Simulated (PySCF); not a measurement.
C₅H₄O, SMILES `O=C1C=CC=C1`.

Level of theory: 6-31+G* basis (PySCF), at a geometry from GFN2-xTB. No frequency check shows the geometry to be a minimum.

Input script:

```python
import numpy as np
from pyscf import gto, scf, dft, mcscf, mrpt
from pyscf.mcscf import avas

def solve(mol, dm0=None, hcore=None):
    mf = scf.ROHF(mol) if mol.spin else scf.RHF(mol)
    mf = mf.density_fit(auxbasis='def2-universal-jkfit')
    mf.conv_tol, mf.max_cycle = 1e-8, 80
    if hcore is not None:
        mf.get_hcore = lambda *args: hcore
    mf.kernel(dm0)
    if not mf.converged:
        mf = mf.newton().run(mf.mo_coeff, mf.mo_occ, max_cycle=30)
    assert mf.converged, 'SCF not converged'
    return mf

mol = gto.M(atom='''
O     -2.02864    -0.00008     0.00000
C     -0.82498     0.00015     0.00000
C      0.08943    -1.18657     0.00000
C      1.34507    -0.73964     0.00000
C      1.34505     0.73964     0.00000
C      0.08939     1.18653     0.00000
H     -0.26617    -2.19862     0.00000
H      2.24891    -1.32233     0.00000
H      2.24888     1.32235     0.00000
H     -0.26623     2.19858     0.00000
''', basis='6-31+g*', charge=0, spin=0, verbose=4)
mf = solve(mol)
ncas, nel, orbs = avas.avas(mf, ['C 2pz', 'O 2pz'], threshold=0.5, openshell_option=3)
print('active space', nel, ncas)
assert 2 <= ncas <= 10, 'active space too large or empty'
mc = mcscf.CASSCF(mf, ncas, nel)
mc.natorb, mc.max_cycle_macro = True, 60
mc.fix_spin_(ss=mol.spin / 2 * (mol.spin / 2 + 1))
mc.kernel(orbs)
occ = mc.mo_occ[mc.ncore:mc.ncore + ncas]
print('natural occupations', occ.round(4))
e2 = mrpt.NEVPT(mc).kernel()
out = dict(c=mc.mo_coeff[:, mc.ncore:mc.ncore + ncas], occ=occ, e=mc.e_tot, e2=e2, ehf=mf.e_tot, ok=mc.converged, nel=nel, w0=abs(mc.ci).max() ** 2, dm=mc.make_rdm1())
# the other spin state at the same geometry
other = mol.copy().set(spin=2).build()
mo = scf.ROHF(other).density_fit(auxbasis='def2-universal-jkfit').run()
na = (nel + other.spin) // 2
m2 = mcscf.CASSCF(mo, ncas, (na, nel - na))
m2.natorb = True
m2.fix_spin_(ss=other.spin / 2 * (other.spin / 2 + 1))
m2.kernel(mc.mo_coeff)
e2o = mrpt.NEVPT(m2).kernel()
print('other state above this one / eV: CASSCF', (m2.e_tot - mc.e_tot) * 27.211386, 'NEVPT2', (m2.e_tot + e2o - mc.e_tot - e2) * 27.211386)
np.savez('result.npz', eo=m2.e_tot, e2o=e2o, oko=m2.converged, occo=m2.mo_occ[mc.ncore:mc.ncore + ncas], co=m2.mo_coeff[:, mc.ncore:mc.ncore + ncas], **out)
```

Launched as:

```sh
OMP_NUM_THREADS=1 python input.py
```

The run took 53 s on 1 thread of Arm Neoverse V2, on a shared host, peak memory 0.3 GiB.

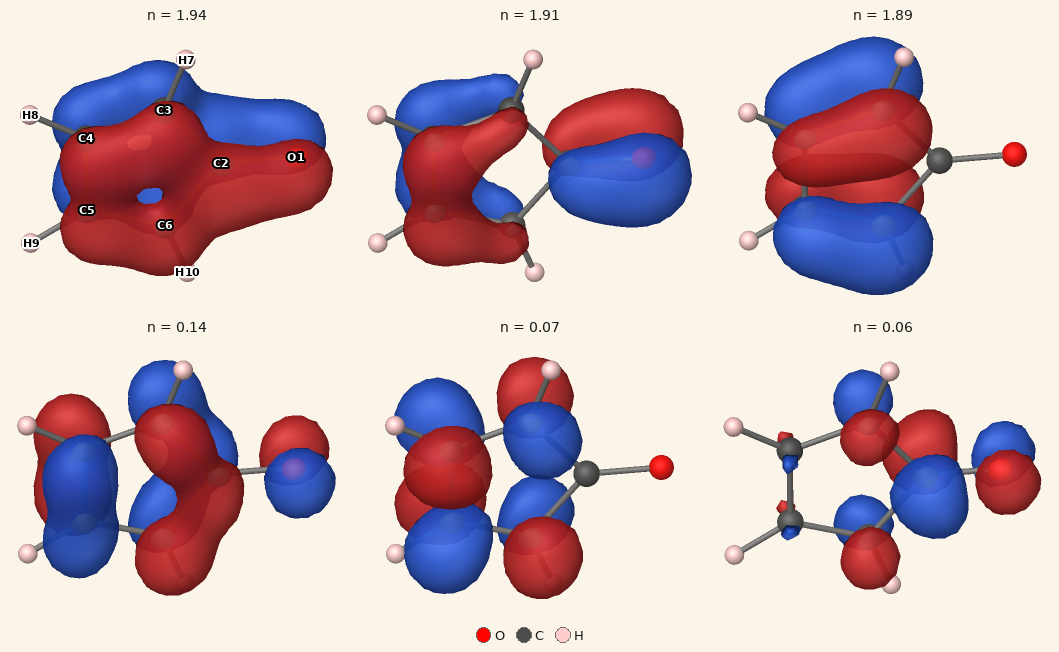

Natural orbitals of the π active space, CASSCF(6,6), singlet state, in order of falling occupation.

### How multiconfigurational is the state?

The leading determinant weighs 0.87; the effective number of unpaired electrons, Σ n²(2−n)², is 0.18; the most occupied of the weakly occupied orbitals holds 0.14 e, as in an ordinary closed-shell π system. The active space lowers the energy by 2.44 eV against Hartree–Fock.

### Where does the lowest triplet lie relative to the singlet, at this geometry and within this active space?

2.26 eV above it by strongly contracted NEVPT2 (+2.57 eV by CASSCF); a small basis tends to put such gaps a few tenths of an eV too high. This is a vertical energy for π states alone; a state that uses lone pairs or σ orbitals may lie lower.
